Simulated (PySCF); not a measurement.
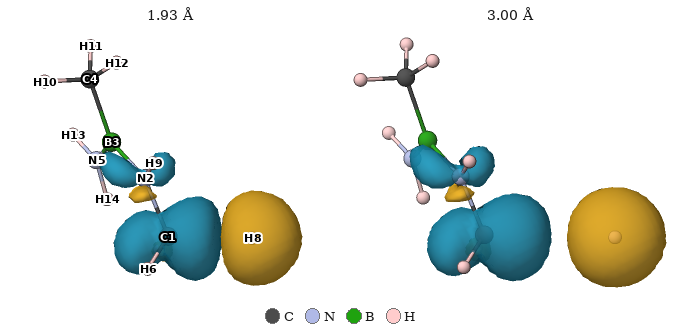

*C2H9BN2, SMILES `CNB(C)N`. Rigid stretch of the C1–H8 bond. Broken-symmetry UHF spin density at ±0.03 e/Å³ (yellow: α, teal: β).*

Computed with PySCF, 6-31+G* basis, geometry: GFN2-xTB. No frequency check shows the geometry to be a minimum.

Geometry (Å), atoms numbered from 1:

```
C1      -2.0688   -0.1277    0.0047
N2      -0.7208   -0.6397   -0.0097
B3       0.5025    0.0539   -0.0088
C4       1.8637   -0.7800    0.0023
N5       0.5617    1.4577   -0.0020
H6      -2.5917   -0.4053    0.9276
H7      -2.0538    0.9576   -0.0637
H8      -2.6460   -0.5148   -0.8421
H9      -0.6980   -1.6470    0.0036
H10      2.2525   -0.8686    1.0155
H11      2.6395   -0.3023   -0.5916
H12      1.7357   -1.7902   -0.3790
H13      1.4315    1.9569   -0.0016
H14     -0.2379    2.0643    0.0149
```

How does the broken-symmetry solution share the spin, and how far is it from a pure singlet?

Answer. At 3.00 Å excess α spin lies mostly on H8 and excess β on C1; the two could be swapped at no cost. ⟨S²⟩ is 0.56 at 1.93 Å and 0.99 at 3.00 Å, against 0 for a pure singlet and 1 for an equal mix of singlet and triplet.

Where does the UHF solution part from RHF?

Answer. Between 1.44 Å (⟨S²⟩ = 0, the two coincide) and 1.66 Å (⟨S²⟩ = 0.02); at 3.00 Å ⟨S²⟩ is 0.99 and UHF lies 2.9 eV below RHF.

How much energy does the stretch cost?

Answer. By CASSCF, 4.0 eV from the lowest point of the scan (1.07 Å) to 3.00 Å; RHF gives 6.6 eV from its own lowest point. The fragments aren't relaxed and dynamic correlation is missing, so this isn't a bond dissociation energy.
